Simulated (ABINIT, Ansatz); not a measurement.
# CdF2 (Fm-3m): modes at Γ and the response to a field, part 2 of 3

Aim: the zone-centre modes of CdF2 (Fm-3m).

ABINIT 10.8.3; DFT LDA, scalar-relativistic, plane waves, PseudoDojo norm-conserving pseudopotentials.

So far. Step 3 (Relaxation): The volume changes by -5.0 % in this run and stands -5.0 % from the first cell. Step 4 (Self-consistent run for the response): The cell stands at -0.49 GPa: the relaxation ran with a smoothed and higher cutoff and on another k mesh. The relaxed cell has a = 5.297 Å (conventional setting).

## 6. Zone-centre response

The derivative of the wavefunctions by k comes first, since the response to a field is built on it; then the field and the displacements that symmetry doesn't supply are solved at q = 0.

It reads the wavefunctions written in step 4.

Input file dfpt_gamma.abi:

```
ndtset 2

# common to the responses
getwfk_filepath "gso_WFK"
kptopt 2
nqpt 1
qpt 0.0 0.0 0.0
asr 0
chneut 0

# d/dk
rfelfd1 2
rfdir1 1 1 1
iscf1 -3
tolwfr1 1.0d-20

# displacements, field
rfphon2 1
rfatpol2 1 3
rfdir2 1 1 1
rfelfd2 3
getddk2 1
tolvrs2 1.0d-10
prtwf2 0

# basis, mesh and filling
ecut 47.0
ngkpt 6 6 6
nshiftk 4
shiftk 
    0.5 0.5 0.5
    0.5 0.0 0.0
    0.0 0.5 0.0
    0.0 0.0 0.5
istwfk *1
occopt 1
nband 17
nstep 100
diemac 9.0
prtebands 0
prtgsr 0
useylm 1

# cell and atoms
acell 7.078082086 7.078082086 7.078082086
rprim 
    0.0 0.7071067812 0.7071067812
    0.7071067812 0.0 0.7071067812
    0.7071067812 0.7071067812 0.0
ntypat 2
znucl 48 9
natom 3
typat 1 2 2
xred 
    0.0 0.0 0.0
    0.25 0.25 0.25
    0.75 0.75 0.75
pp_dirpath "./pseudo"
pseudos "Cd.upf, F.upf"
```

Command:

```
OMP_NUM_THREADS=1 mpirun -n 8 abinit dfpt_gamma.abi > dfpt_gamma.log
```

Numbers of over 12 decimals in the logs are rounded to 6 here.

dfpt_gamma.abo, the main output file:

```text
[banners, grids, parts of the stress and lines that vanish by symmetry left out]
- input  file    -> dfpt_gamma.abi
- output file    -> dfpt_gamma.abo
- root for input  files -> dfpt_gammai
[...]
DATASET    1 : space group Fm -3 m (#225); Bravais cF (face-center cubic)
[...]
nfft =       91125          nkpt =         432
[...]
DATASET    2 : space group Fm -3 m (#225); Bravais cF (face-center cubic)
[...]
nfft =       91125          nkpt =         432
[...]
== DATASET  1 ==================================================================
[...]
cutoff_energies: {ecut:  47.0, pawecutdg:  -1.0, }
[...]
-  9.00000   7.00000  201202                  znucl, zion, pspdat
[...]
Perturbation : derivative vs k along direction   1
[...]
-ETOT  1  -41.470929804266     -4.147E+01 2.666E+00 0.000E+00
 ETOT  2  -41.862831892887     -3.919E-01 3.120E-01 0.000E+00
 ETOT  3  -41.882899177619     -2.007E-02 2.615E-02 0.000E+00
 ETOT  4  -41.884726412905     -1.827E-03 4.474E-03 0.000E+00
 ETOT  5  -41.884939433374     -2.130E-04 9.717E-04 0.000E+00
[...]
At SCF step   33   max residual=  1.00E-20 < tolwfr=  1.00E-20 =>converged.
[...]
Perturbation : derivative vs k along direction   2
[...]
-ETOT  1  -41.470929803686     -4.147E+01 2.666E+00 0.000E+00
[...]
At SCF step   33   max residual=  1.00E-20 < tolwfr=  1.00E-20 =>converged.
[...]
Perturbation : derivative vs k along direction   3
[...]
-ETOT  1  -41.470929803106     -4.147E+01 2.666E+00 0.000E+00
[...]
At SCF step   33   max residual=  1.00E-20 < tolwfr=  1.00E-20 =>converged.
[...]
1        1       0.5969336172    0.0000000000
     1        2       0.2984668086    0.0000000000
     1        3       0.2984668086    0.0000000000
     2        1       0.2984668086    0.0000000000
     2        2       0.5969336172   -0.0000000000
     2        3       0.2984668086   -0.0000000000
     3        1       0.2984668086    0.0000000000
     3        2       0.2984668086   -0.0000000000
     3        3       0.5969336172    0.0000000000
[...]
== DATASET  2 ==================================================================
[...]
cutoff_energies: {ecut:  47.0, pawecutdg:  -1.0, }
[...]
Perturbation : displacement of atom   1   along direction   1
[...]
-ETOT  1   13.883496481258     -2.084E+04 2.260E+02 8.681E+02
[...]
At SCF step   14       vres2   =  7.82E-12 < tolvrs=  1.00E-10 =>converged.
[...]
Perturbation : displacement of atom   2   along direction   1
[...]
-ETOT  1   14.758156277671     -4.838E+03 2.977E+01 8.699E+02
[...]
At SCF step   17       vres2   =  1.29E-11 < tolvrs=  1.00E-10 =>converged.
[...]
Perturbation : homogeneous electric field along direction   1
[...]
-ETOT  1  -42.515140937209     -4.252E+01 4.805E+00 7.524E+03
[...]
ETOT 15  -45.239301335623     -2.087E-10 2.183E-09 1.037E-09
 ETOT 16  -45.239301335674     -5.085E-11 9.726E-10 8.239E-11
 At SCF step   16       vres2   =  8.24E-11 < tolvrs=  1.00E-10 =>converged.
[...]
Dielectric tensor, in cartesian coordinates,
[...]
1    5   1    5         2.9181127726        -0.0000000000
   1    5   2    5        -0.0000000000        -0.0000000000
   1    5   3    5        -0.0000000000        -0.0000000000
   2    5   1    5        -0.0000000000        -0.0000000000
   2    5   2    5         2.9181127726        -0.0000000000
   2    5   3    5         0.0000000000        -0.0000000000
   3    5   1    5        -0.0000000000        -0.0000000000
   3    5   2    5         0.0000000000        -0.0000000000
   3    5   3    5         2.9181127726        -0.0000000000
  Effective charges, in cartesian coordinates,
[...]
1    1   1    5         2.4528890310         0.0000000000
   2    1   1    5         0.0000000000         0.0000000000
   3    1   1    5        -0.0000000000         0.0000000000
   1    2   1    5        -1.2262323614         0.0000000000
   2    2   1    5        -0.0000000000         0.0000000000
[...]
Effective charges, in cartesian coordinates,
[...]
2    5   1    3        -0.0000000000         0.0000000000
   3    5   1    3         0.0000000000         0.0000000000
   1    5   2    3        -0.0000000000         0.0000000000
   2    5   2    3        -1.2262321238         0.0000000000
   3    5   2    3         0.0000000000         0.0000000000
   1    5   3    3         0.0000000000         0.0000000000
   2    5   3    3         0.0000000000         0.0000000000
   3    5   3    3        -1.2262321238         0.0000000000
  Phonon wavevector (reduced coordinates) :  0.00000  0.00000  0.00000
 Phonon energies in Hartree :
[...]
Phonon frequencies in cm-1    :
-  2.218467E+00  2.218467E+00  2.218467E+00  2.385819E+02  2.385819E+02
-  2.385819E+02  3.191483E+02  3.191483E+02  3.191483E+02
  Phonon at Gamma, with non-analyticity in the
[...]
Phonon energies in Hartree :
[...]
Phonon frequencies in cm-1    :
-  2.218467E+00  2.218467E+00  2.218473E+00  2.385819E+02  2.385819E+02
-  3.191483E+02  3.191483E+02  3.191483E+02  3.912131E+02
  Phonon at Gamma, with non-analyticity in the
[...]
Phonon energies in Hartree :
[...]
Phonon frequencies in cm-1    :
-  2.218467E+00  2.218467E+00  2.218473E+00  2.385819E+02  2.385819E+02
-  3.191483E+02  3.191483E+02  3.191483E+02  3.912131E+02
  Phonon at Gamma, with non-analyticity in the
[...]
Phonon energies in Hartree :
[...]
Phonon frequencies in cm-1    :
-  2.218467E+00  2.218467E+00  2.218473E+00  2.385819E+02  2.385819E+02
-  3.191483E+02  3.191483E+02  3.191483E+02  3.912131E+02
[...]
fcart2     0.0000000000E+00  0.0000000000E+00  0.0000000000E+00
           strten2     0.0000000000E+00  0.0000000000E+00  0.0000000000E+00
================================================================================
```

It took 19 min on 8 MPI ranks of Arm Neoverse V2, shared host; 2.5 h of CPU time.

This step gave:

```yaml
miss_of_the_charge_sum_rule: 4.24e-4 e
largest_acoustic_frequency_at_the_zone_centre_before_the_sum_rule: 2.22 cm⁻¹
highest_optical_zone_centre_mode_no_lo_to_term: 319.1 cm⁻¹
lowest_optical_zone_centre_mode: 238.6 cm⁻¹
mean_high_frequency_dielectric_constant: 2.918
largest_born_charge_in_size_third_of_the_trace: 2.453 e
```

Born charge (rows field, columns displacement), before the sum rule (e), principal values of the symmetric part by kind of site:

```
atom  atoms with these values    low  middle   high   mean
 Cd1                        1   2.45    2.45   2.45   2.45
  F2                        2  -1.23   -1.23  -1.23  -1.23
```

In full for Cd1:

```
2.45 0.00 0.00
0.00 2.45 0.00
0.00 0.00 2.45
```

High-frequency dielectric tensor:

```
2.92 0.00 0.00
0.00 2.92 0.00
0.00 0.00 2.92
```

The acoustic modes at Γ come out as far as 2.2 cm⁻¹ from zero, where they should vanish, a small numerical error; the Born charges miss their sum rule by 4.2e-4 e, which is good.

## 7. Modes with the sum rule

anaddb reads the merged derivatives, imposes the acoustic sum rule and charge neutrality, and adds the LO-TO term along chosen directions.

Input file anaddb.abi:

```
ddb_filepath "gamma_DDB"
output_file "anaddb.abo"
outdata_prefix "anaddb"
asr 1
chneut 1
enunit 2
eivec 1
nph1l 1
qph1l 0.0 0.0 0.0 1.0
dieflag 1
nph2l 3
qph2l 
    1.0 0.0 0.0 0.0
    0.0 0.0 1.0 0.0
    1.0 1.0 1.0 0.0
```

Input file mrgddb.in:

```
gamma_DDB
merged
2
dfpt_gammao_DS2_DDB
gso_DDB
```

Command:

```
mrgddb < mrgddb.in > mrgddb.log
OMP_NUM_THREADS=1 anaddb anaddb.abi > anaddb.log
```

anaddb.abo, the main output file:

```text
[banners, grids, parts of the stress and lines that vanish by symmetry left out]
-outvars_anaddb: echo values of input variables ----------------------

 Flags :
[...]
Dielectric Tensor and Effective Charges
[...]
Effective charge tensors after
[...]
Phonon wavevector (reduced coordinates) :  0.00000  0.00000  0.00000
 Phonon energies in Hartree :
[...]
Phonon energies in meV     :
-  0.000000E+00  0.000000E+00  0.000000E+00  2.957991E+01  2.957991E+01
-  2.957991E+01  3.956931E+01  3.956931E+01  3.956931E+01
 Phonon frequencies in cm-1    :
-  0.000000E+00  0.000000E+00  0.000000E+00  2.385781E+02  2.385781E+02
-  2.385781E+02  3.191480E+02  3.191480E+02  3.191480E+02
 Phonon frequencies in Thz     :
-  0.000000E+00  0.000000E+00  0.000000E+00  7.152391E+00  7.152391E+00
-  7.152391E+00  9.567816E+00  9.567816E+00  9.567816E+00
 Phonon energies in Kelvin  :
-  0.000000E+00  0.000000E+00  0.000000E+00  3.432607E+02  3.432607E+02
-  3.432607E+02  4.591827E+02  4.591827E+02  4.591827E+02
[...]
-  1  0.00000000E+00  0.00000000E+00 -1.90978587E-03
-     0.00000000E+00  0.00000000E+00  0.00000000E+00
-  2  0.00000000E+00  0.00000000E+00 -1.90978735E-03
-     0.00000000E+00  0.00000000E+00  0.00000000E+00
-  3  0.00000000E+00  0.00000000E+00 -1.90978735E-03
-     0.00000000E+00  0.00000000E+00  0.00000000E+00
[...]
-  1  0.00000000E+00  1.90978587E-03  0.00000000E+00
-     0.00000000E+00  0.00000000E+00  0.00000000E+00
-  2  0.00000000E+00  1.90978735E-03  0.00000000E+00
-     0.00000000E+00  0.00000000E+00  0.00000000E+00
-  3  0.00000000E+00  1.90978735E-03  0.00000000E+00
-     0.00000000E+00  0.00000000E+00  0.00000000E+00
[...]
-  1  1.90978587E-03  0.00000000E+00  0.00000000E+00
-     0.00000000E+00  0.00000000E+00  0.00000000E+00
-  2  1.90978735E-03  0.00000000E+00  0.00000000E+00
-     0.00000000E+00  0.00000000E+00  0.00000000E+00
-  3  1.90978735E-03  0.00000000E+00  0.00000000E+00
-     0.00000000E+00  0.00000000E+00  0.00000000E+00
[...]
-  1  0.00000000E+00  0.00000000E+00  1.11033532E-03
-     0.00000000E+00  0.00000000E+00  0.00000000E+00
[...]
-     0.00000000E+00  0.00000000E+00  0.00000000E+00
[...]
-     0.00000000E+00  0.00000000E+00  0.00000000E+00
[...]
-     0.00000000E+00  0.00000000E+00  0.00000000E+00
[...]
-     0.00000000E+00  0.00000000E+00  0.00000000E+00
[...]
-     1         -0.000000     0.000000     0.000001     0.000001
-     2         -0.000000    -0.000001     0.000000     0.000001
-     3         -0.000001     0.000000    -0.000000     0.000001
-     4          0.000015    -0.000040     2.257022     2.257022
-     5          0.000190    -2.257022    -0.000040     2.257022
-     6          2.257022     0.000190    -0.000015     2.257022
-     7         -0.000000    -0.000000     0.000000     0.000000
-     8         -0.000000    -0.000000     0.000000     0.000000
-     9          0.000000     0.000000    -0.000000     0.000000
[...]
-   1     Real    0.0000E+00  0.0000E+00  0.0000E+00  0.0000E+00  0.0000E+00  0.0000E+00  0.0000E+00
[...]
-   2     Real    0.0000E+00  0.0000E+00  0.0000E+00  0.0000E+00  0.0000E+00  0.0000E+00  0.0000E+00
[...]
-   3     Real    0.0000E+00  0.0000E+00  0.0000E+00  0.0000E+00  0.0000E+00  0.0000E+00  0.0000E+00
[...]
-   4     Real    0.0000E+00  3.6063E-14  1.1621E-04 -1.3485E-14  7.6553E-10 -2.0472E-09  1.1621E-04
[...]
-   5     Real    8.2136E-13  1.1621E-04  3.6065E-14 -9.7700E-09 -1.7211E-13  2.0473E-09  1.1621E-04
[...]
-   6     Real    1.1621E-04  8.2136E-13  0.0000E+00  9.7700E-09 -7.6536E-10 -6.4343E-14  1.1621E-04
[...]
-   7     Real    0.0000E+00  0.0000E+00  0.0000E+00  0.0000E+00  0.0000E+00  0.0000E+00  0.0000E+00
[...]
-   8     Real    0.0000E+00  0.0000E+00  0.0000E+00  0.0000E+00  0.0000E+00  0.0000E+00  0.0000E+00
[...]
-   9     Real    0.0000E+00  0.0000E+00  0.0000E+00  0.0000E+00  0.0000E+00  0.0000E+00  0.0000E+00
[...]
Phonon at Gamma, with non-analyticity in the
[...]
Phonon energies in Hartree :
[...]
Phonon energies in meV     :
-  0.000000E+00  0.000000E+00  0.000000E+00  2.957991E+01  2.957991E+01
[...]
Phonon frequencies in cm-1    :
[...]
Phonon frequencies in Thz     :
[...]
Phonon energies in Kelvin  :
[...]
Phonon at Gamma, with non-analyticity in the
[...]
Phonon energies in Hartree :
[...]
Phonon energies in meV     :
-  0.000000E+00  0.000000E+00  0.000000E+00  2.957991E+01  2.957991E+01
[...]
Phonon frequencies in cm-1    :
-  0.000000E+00  0.000000E+00  0.000000E+00  2.385781E+02  2.385781E+02
[...]
Phonon frequencies in Thz     :
-  0.000000E+00  0.000000E+00  0.000000E+00  7.152391E+00  7.152391E+00
[...]
Phonon energies in Kelvin  :
-  0.000000E+00  0.000000E+00  0.000000E+00  3.432607E+02  3.432607E+02
[...]
-     0.00000000E+00  0.00000000E+00  0.00000000E+00
[...]
-     0.00000000E+00  0.00000000E+00  0.00000000E+00
[...]
Phonon at Gamma, with non-analyticity in the
[...]
Phonon energies in Hartree :
[...]
Phonon energies in meV     :
-  0.000000E+00  0.000000E+00  0.000000E+00  2.957991E+01  2.957991E+01
-  3.956931E+01  3.956931E+01  3.956931E+01  4.850614E+01
 Phonon frequencies in cm-1    :
-  0.000000E+00  0.000000E+00  0.000000E+00  2.385781E+02  2.385781E+02
-  3.191480E+02  3.191480E+02  3.191480E+02  3.912284E+02
 Phonon frequencies in Thz     :
-  0.000000E+00  0.000000E+00  0.000000E+00  7.152391E+00  7.152391E+00
-  9.567816E+00  9.567816E+00  9.567816E+00  1.172873E+01
 Phonon energies in Kelvin  :
-  0.000000E+00  0.000000E+00  0.000000E+00  3.432607E+02  3.432607E+02
-  4.591827E+02  4.591827E+02  4.591827E+02  5.628904E+02
[...]
-  1  4.87324959E-06  1.94115342E-05 -1.90968107E-03
-     0.00000000E+00  0.00000000E+00  0.00000000E+00
-  2  4.87355929E-06  1.94118552E-05 -1.90968225E-03
-     0.00000000E+00  0.00000000E+00  0.00000000E+00
[...]
-     0.00000000E+00  0.00000000E+00  0.00000000E+00
[...]
-     0.00000000E+00  0.00000000E+00  0.00000000E+00
[...]
-  2  3.79967455E-03 -2.17517647E-07  0.00000000E+00
-     0.00000000E+00  0.00000000E+00  0.00000000E+00
-  3 -3.79967455E-03  2.17517647E-07  0.00000000E+00
-     0.00000000E+00  0.00000000E+00  0.00000000E+00
[...]
Direction                     Dielectric constant
[...]
0.00000   0.00000   1.00000      7.84696356
   1.00000   1.00000   1.00000      7.84696356
-
```

It took 0.52 s on 1 thread.

Numbers from this step:

- mean static dielectric constant: 7.847
- highest mode moved by the LO-TO term: 391.2 cm⁻¹

No LO-TO term; unit eigenvectors of the mass-weighted matrix, from anaddb's displacements. Modes at Γ, with each element's share of the kinetic energy:

```
mode  frequency (cm⁻¹)  symmetry  Cd %  F %
   1               0.0  acoustic    75   25
   2               0.0  acoustic    75   25
   3               0.0  acoustic    75   25
   4             238.6       T1u    25   75
   5             238.6       T1u    25   75
   6             238.6       T1u    25   75
   7             319.1       T2g     0  100
   8             319.1       T2g     0  100
   9             319.1       T2g     0  100
```

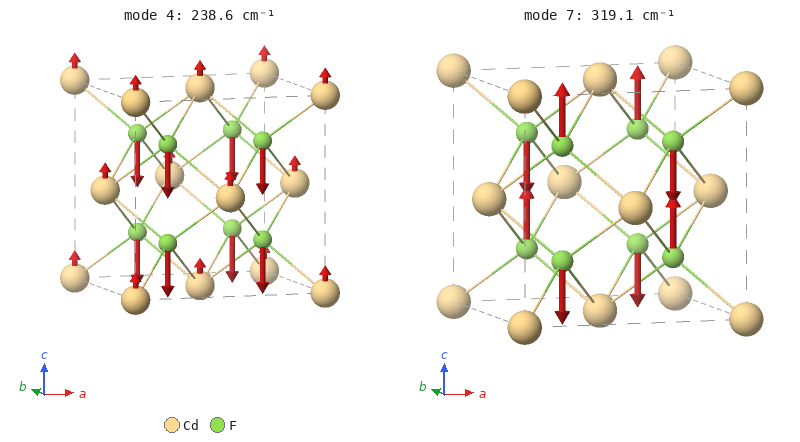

Displacement patterns of modes 4 and 7 at Γ; arrows are exaggerated. Some periodic images of atoms are drawn too.

Trace of the oscillator strength, degenerate modes summed. Lines of the infrared spectrum (strongest = 100):

```
position (cm⁻¹)  lines merged  IR intensity, relative
            239             3                     100
            319             3                     0.0
```

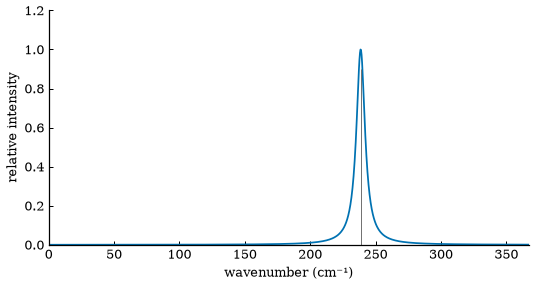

The infrared spectrum, broadened with Lorentzians of width 8 cm⁻¹; bars mark the lines.

Static dielectric tensor (ions relaxed, fixed cell):

```
7.85 0.00 0.00
0.00 7.85 0.00
0.00 0.00 7.85
```

The rule moves no optical mode by more than 0.1 cm⁻¹.

(Part 2 of 3 ends here.)

[Host names and launcher messages were left out of these logs when they were recorded.]

[Logs are printed without paths, hosts, clocks, repeated set-up lines and the standing remarks that a program may print on its own settings, such as how far it seeks lower states.]

[Hosts, paths, dates, database ids (printed as entryN), source tags and the programs' standing remarks are cut or masked in the printed files.]
